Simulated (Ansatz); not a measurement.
## Electronic structure of CH$_{5}$ClGe···HF in real space

```xyz
10

Ge   -0.9594   -0.1647   -0.3923
Cl    0.1540   -1.0725   -2.0834
H    -2.2662   -0.9848   -0.3236
H    -1.2648    1.2847   -0.8001
C     0.1147   -0.3596    1.2246
H     1.7177    0.9219   -1.4080
F     1.5479    1.5723   -0.7890
H    -0.4960   -0.1421    2.1156
H     0.4908   -1.3913    1.2818
H     0.9613    0.3363    1.1744
```

Not at a stationary point (largest force 1.1 eV/Å).

Theory: RKS B3LYP/def2-SVP (Ansatz).

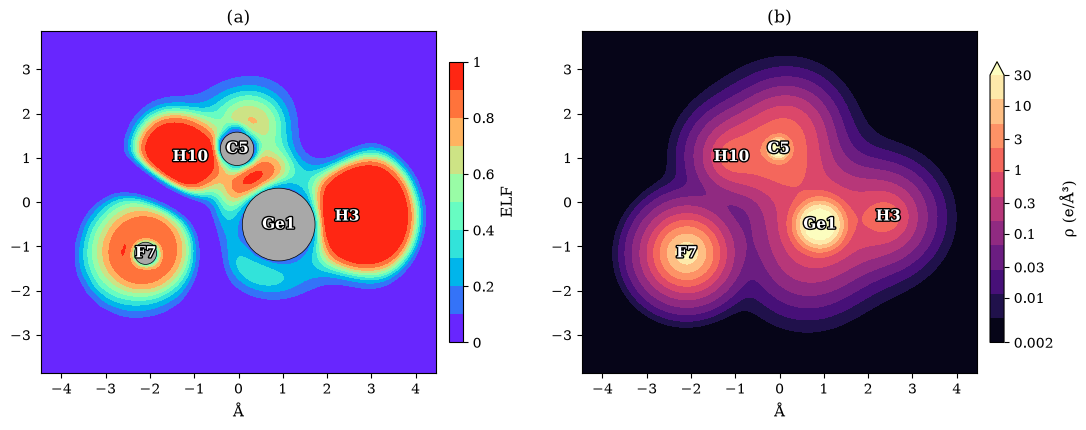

Figure 1. (a) ELF; (b) electron density on the plane of atoms H3, Ge1 and C5. Grey discs cover the atomic cores in the ELF map.

**Interpret the plot.**

The section cuts through Ge, H, C and F sites. Ge1···F7 (3.08 Å): the density falls to about 0.06 e/Å³ on the way; the ELF dips to about 0 between them. C–Ge (1.95 Å): ρ at the midpoint is about 0.89 e/Å³; the ELF peaks at about 0.90 in the valence shell of C, 0.7 Å from its nucleus, and is about 0.70 at the midpoint. C–H (1.10 Å): ρ is about 1.9 e/Å³ halfway; the ELF climbs to about 1 towards the hydrogen, as it does in any bond to H (a covalent bond by its length). Ge–H (1.54 Å): ρ at the midpoint is about 1 e/Å³; the ELF climbs to about 1 towards the hydrogen. The ELF also peaks beside F7, away from the bonds: lone-pair regions.

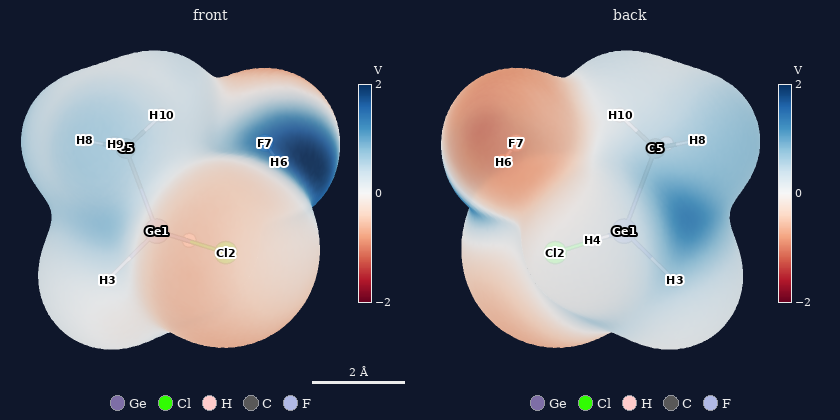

Figure 2. The molecular electrostatic potential painted on the density surface at 0.001 e/bohr³, seen from the front and from behind; red is negative and blue positive.

**Where is the surface potential most negative and most positive?**

The most negative region (about −0.9 V) lies over F7, the most positive (about +1.9 V) over H6.

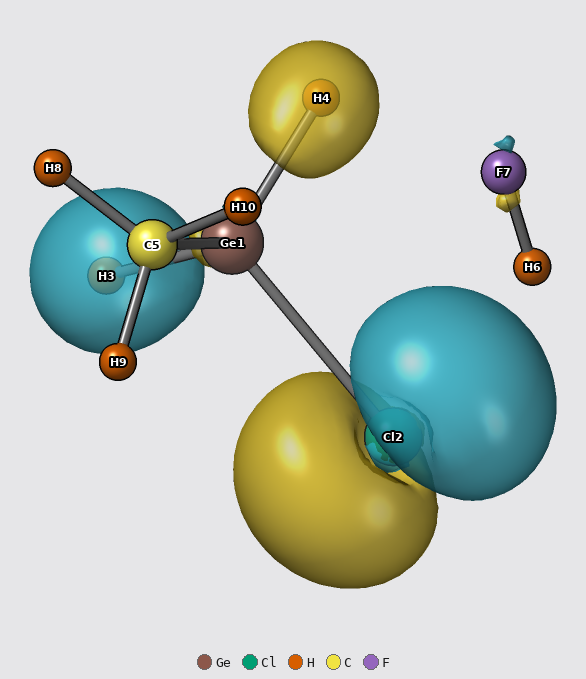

Figure 3. The HOMO−1 at ±0.15 Å⁻³ᐟ² (yellow and cyan are the two phases), seen from one side.

**Describe this orbital and give its energy.**

Its weight (Hirshfeld) is mainly on Cl2 (about 70 %), Ge1 (about 10 %) and H3 (about 10 %); largely a lone pair of Cl2. Its energy is −8.29 eV.
